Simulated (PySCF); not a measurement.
Cd(SH)(GeH3), SMILES [SH][Cd][GeH3] (H4CdGeS), singlet at its B3LYP/def2-SVP optimised geometry (Å):

```
7

Cd    -1.4880    -1.9919     2.0181
S     -2.3654    -3.1796     3.9032
H     -3.0738    -2.1118     4.3446
Ge    -0.5425    -0.7383     0.0000
H     -1.0073    -1.3668    -1.3341
H     -1.0038     0.7383     0.0000
H      1.0038    -0.7383     0.0000
```

Calculation: PySCF 2.14.0 with B3LYP/def2-TZVP, def2 effective core potentials past Kr. The core electrons that the potentials of Cd replace are not part of the density. Cells within 0.4 Å of a nucleus heavier than hydrogen are left out (blank, or x).

Map of the Laplacian of the electron density (e/bohr⁵), clipped to [-1.50, 1.50] on the plane z = 0.0 Å:

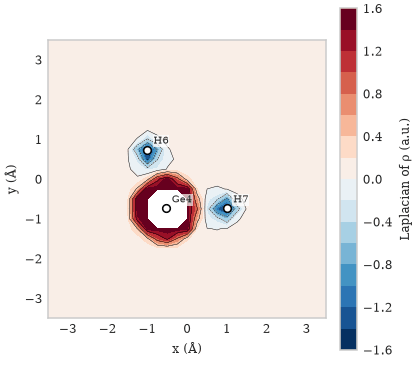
Figure: Laplacian of the electron density (e/bohr⁵), clipped to [-1.50, 1.50] on the plane z = 0.0 Å.
